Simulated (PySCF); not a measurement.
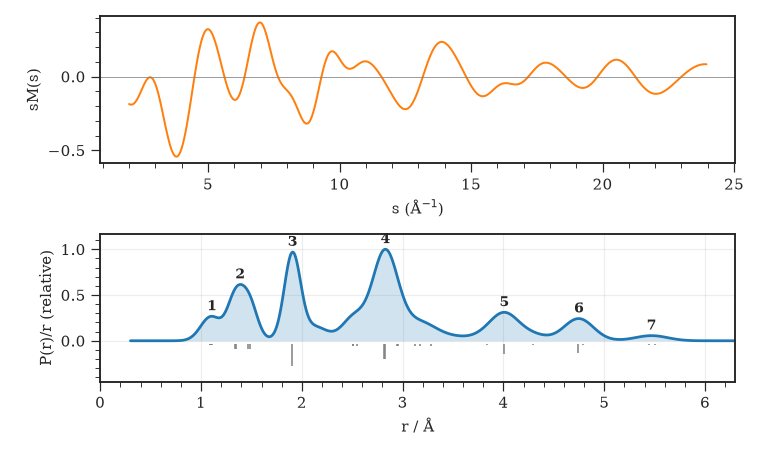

Simulated gas electron diffraction: reduced molecular intensity sM(s) from the Debye equation in the first Born approximation (top) and the radial distribution curve (bottom) of C5H7Br. Each pair of atoms contributes with weight ZᵢZⱼ/r (bars below the curve); damping constant 0.002 Å²; vibrational amplitudes assumed, not computed: 0.05 Å for bonds, 0.078 Å for bonds to H, 0.06 + 0.015 r up to 0.15 Å for other pairs. The geometry is the end point of an optimisation (PBE0-D3(BJ)/def2-SVP geometry optimisation, gas phase (PySCF 2.14.0, density-fitted response routines)); it may be a saddle point or a higher isomer.

**Which pairs of atoms lie under the numbered peaks? Mark bonded pairs by – and others by ···.**

Peak 1, 1.11 Å: C–H 1.09–1.10 Å (×7)
Peak 2, 1.39 Å: C–C 1.34–1.49 Å (×4), not resolved
Peak 3, 1.91 Å: Br–C 1.91 Å, C···H 2.08–2.16 Å (×7), not resolved
Peak 4, 2.83 Å: Br···C 2.81–2.83 Å (×2), Br···H 2.94–2.95 Å (×2), not resolved; in its flanks C···C 2.50–3.28 Å
Peak 5, 4.01 Å: C···H 3.71–4.29 Å (×6), Br···H 3.83–4.29 Å (×2), Br···C 4.01 Å, not resolved
Peak 6, 4.75 Å: Br···C 4.74 Å, Br···H 4.79 Å, not resolved
Peak 7, 5.47 Å: Br···H 5.44–5.50 Å (×2), not resolved
